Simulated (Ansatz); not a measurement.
# λ, α²F and ρ(T) of Au-Nb-Au stack of (100) layers, part 4 of 4

Aim: how strongly do electrons couple to phonons in Au-Nb-Au stack of (100) layers, and what resistivity does that give?

Ansatz 0.2.0; DFT LDA, scalar-relativistic, plane waves, PAW; PAW set soft_1.

So far, highest frequency, solved or plainly interpolated (cm⁻¹): step 5 (phonons by linear response: q 2×2×1, k 6×6×1) 208.

### Step 7. Resistivity: q 4×4×1, k 12×12×1, scattering 20×20×1 (continued)

Some points of the scattering mesh along the symmetry lines, up to three branches each (those of largest λ), at most 39 rows; the frequencies are those of the scattering step, which can differ from the solved and plainly interpolated ones; single rows converge slowly. Mode couplings:

| q1 | q2 | q3 | branch | ħω (meV) | λ_q | half width (meV) |
| --- | --- | --- | --- | --- | --- | --- |
| 0 | 0.3 | 0 | 2 | 7.06 | 0.483 | 0.123 |
| 0 | 0.3 | 0 | 3 | 7.62 | 0.146 | 0.0434 |
| 0 | 0.3 | 0 | 8 | 21.67 | 0.176 | 0.422 |
| 0.1 | 0.5 | 0 | 1 | 4.27 | 4.03 | 0.376 |
| 0.1 | 0.5 | 0 | 2 | 7.43 | 0.284 | 0.0802 |
| 0.1 | 0.5 | 0 | 5 | 11.56 | 0.307 | 0.21 |
| 0.4 | 0.5 | 0 | 2 | 11.92 | 0.85 | 0.618 |
| 0.4 | 0.5 | 0 | 4 | 13.6 | 0.233 | 0.221 |
| 0.4 | 0.5 | 0 | 9 | 25.25 | 0.125 | 0.408 |
| 0.3 | 0.3 | 0 | 1 | 9.55 | 0.148 | 0.069 |
| 0.3 | 0.3 | 0 | 2 | 10.17 | 0.186 | 0.0982 |
| 0.3 | 0.3 | 0 | 7 | 19.96 | 0.217 | 0.442 |

Largest shares of lambda; single rows converge slowly. Strongest modes:

| q1 | q2 | q3 | star | branch | ħω (meV) | λ_q | half width (meV) |
| --- | --- | --- | --- | --- | --- | --- | --- |
| 0.1 | 0.45 | 0 | 8 | 1 | 4.856 | 2.203 | 0.2657 |
| 0.1 | -0.5 | 0 | 4 | 1 | 4.271 | 4.032 | 0.3761 |
| 0.05 | 0.45 | 0 | 8 | 1 | 5.025 | 1.588 | 0.2051 |
| 0.15 | 0.45 | 0 | 8 | 1 | 7.422 | 1.157 | 0.3259 |
| 0.2 | 0.45 | 0 | 8 | 2 | 9.417 | 1.135 | 0.5147 |
| 0.1 | 0.4 | 0 | 8 | 1 | 5.875 | 0.9626 | 0.1699 |
| 0.4 | 0.45 | 0 | 8 | 3 | 12.19 | 0.9532 | 0.7246 |
| 0.05 | -0.5 | 0 | 4 | 1 | 5.481 | 1.554 | 0.2388 |

300 K. Cumulative share of the conductivity, along x against mean free path:

| mean free path (nm) | cumulative share of the conductivity, along x |
| --- | --- |
| 0.355 | 0.00233 |
| 0.398 | 0.00402 |
| 0.447 | 0.00562 |
| 0.501 | 0.00689 |
| 0.562 | 0.0136 |
| 0.631 | 0.0244 |
| 0.708 | 0.0270 |
| 0.794 | 0.0299 |
| 0.891 | 0.037 |
| 1 | 0.0460 |
| 1.12 | 0.0715 |
| 1.26 | 0.110 |
| 1.41 | 0.168 |
| 1.58 | 0.304 |
| 1.78 | 0.439 |
| 2.00 | 0.586 |
| 2.24 | 0.778 |
| 2.51 | 0.819 |
| 2.82 | 0.863 |
| 3.16 | 0.888 |
| 3.55 | 0.931 |
| 3.98 | 0.969 |
| 4.47 | 0.986 |

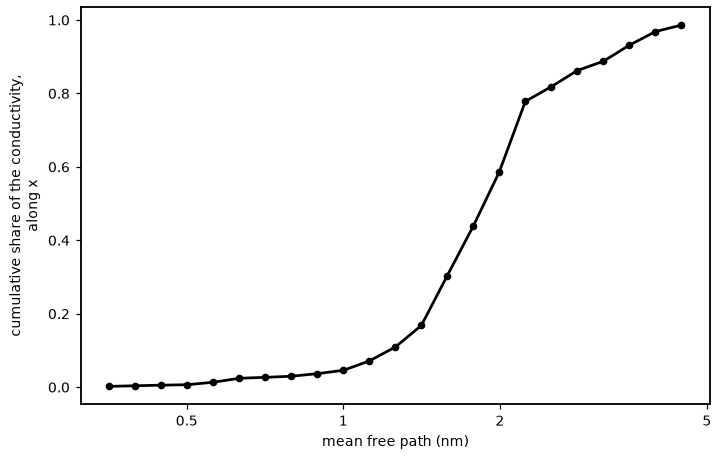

Cumulative share of the conductivity, along x against mean free path.

Resistivity by mesh:

| mesh | T (K) | mean rho (μΩ cm) |
| --- | --- | --- |
| 20x20x1 | 20 | 0.9896 |
| 20x20x1 | 300 | 121.6 |
| 20x20x1 | 800 | 335.9 |
| 10x10x1 | 20 | 1.038 |
| 10x10x1 | 300 | 146 |
| 10x10x1 | 800 | 392.5 |
| 5x5x1 | 20 | 1.005 |
| 5x5x1 | 300 | 147.2 |
| 5x5x1 | 800 | 343.9 |

No LO-TO term; unit eigenvectors of the mass-weighted matrix. Modes at Γ, with each element's share of the kinetic energy:

| mode | frequency (cm⁻¹) | symmetry | Au % | Nb % |
| --- | --- | --- | --- | --- |
| 1 | 0.0 | unnamed | 81 | 19 |
| 2 | 0.0 | unnamed | 81 | 19 |
| 3 | 0.0 | unnamed | 81 | 19 |
| 4 | 66.2 | Eg | 100 | 0 |
| 5 | 66.2 | Eg | 100 | 0 |
| 6 | 99.2 | A1g | 100 | 0 |
| 7 | 149.3 | Eu | 19 | 81 |
| 8 | 149.3 | Eu | 19 | 81 |
| 9 | 210.1 | A2u | 19 | 81 |

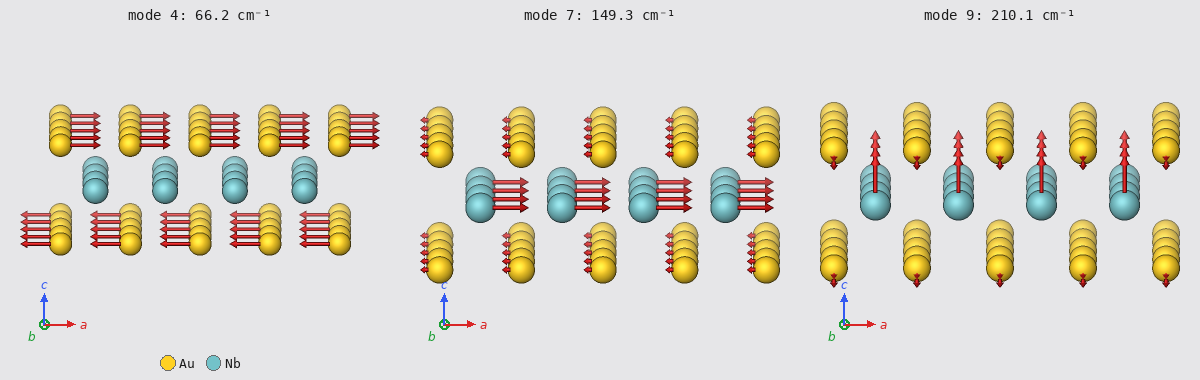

Displacement patterns of modes 4, 7 and 9 at Γ; arrows are exaggerated. 4×4×1 cells are drawn. Some periodic images of atoms are drawn too.

The run reports squared frequencies that differ by up to 32 % between the solve mesh and the fine mesh. Some states were left unconverged by the eigensolver. By its own test the run is not converged in the mesh. λ = 1.29 and 379 Ω per square at 300 K. The run's own test puts 20 % between its two finest meshes on the component of the resistivity at 300 K that moves most, so it is not converged. By the run's own test λ moves by 16 % between its two finest scattering meshes.

### Step 8. Summary of results

| Quantity | Value |
| --- | --- |
| run | LDA, q 4×4×1, k 12×12×1, scattering 20×20×1 |
| coupling constant λ | 1.29 |
| log mean phonon energy ħω_log | 9.76 meV |
| states at the Fermi level | 1.63 states/eV/spin/cell |
| sheet resistance at 300 K | 379 Ω per square |
| change between its two finest scattering meshes | λ 16 %, resistivity at 300 K 20 % |
| time of that run | 8.8 min |

On the last rung that gave a resistivity at the base settings (q 4×4×1, k 12×12×1, scattering 20×20×1), Au-Nb-Au stack of (100) layers has λ = 1.3 and a phonon-limited sheet resistance of 379 Ω per square at 300 K. Twice the integral of α²F/ω over this curve gives λ = 1.3, half of it from below 10.1 meV. The coupling is strong (λ = 1.3), so phonons raise the electrons' mass at the Fermi surface by about 129 %, if this value holds on finer meshes. By the run's own test λ moves by 16 % between the two scattering meshes. Values of ρ(T) under 50 K rest on the softest modes, mostly interpolated ones, and are the least sure of the table. The high-temperature form ρ = 2π k_B T λ_tr/(ħ ε₀ ω_p²) gives 138 μΩ cm along x at 300 K, against 122 from the Boltzmann equation. The three lowest branches give 60 % of λ. By the run's own test, which takes the component that moves most, the resistivity at 300 K moves by 20 % between its two finest scattering meshes, so it is not converged. In the run quoted no mode is imaginary at the wavevectors of the 4×4×1 mesh; another run of the session found or stopped at an imaginary mode. A coarser run stopped at an imaginary mode, so the soft modes hang on the meshes. Only scattering by harmonic phonons counts; impurities, grain boundaries and thermal expansion are left out. The resistivity belongs to the whole cell, vacuum included; the sheet resistance is the quantity that does not depend on the vacuum. Spin–orbit coupling, left out here, matters for Au. The PAW files were made for PBE; under other functionals the run regenerates their frozen core. The c of the given cell is the typed one; the program laid its own vacuum and ran the layer in a cell 32.1 Å high. The structure was built by hand as an ordered model, and its stability against other phases was not tested.

[Hosts, paths, dates, database ids (printed as entryN), source tags and the programs' standing remarks are cut or masked in the printed files.]
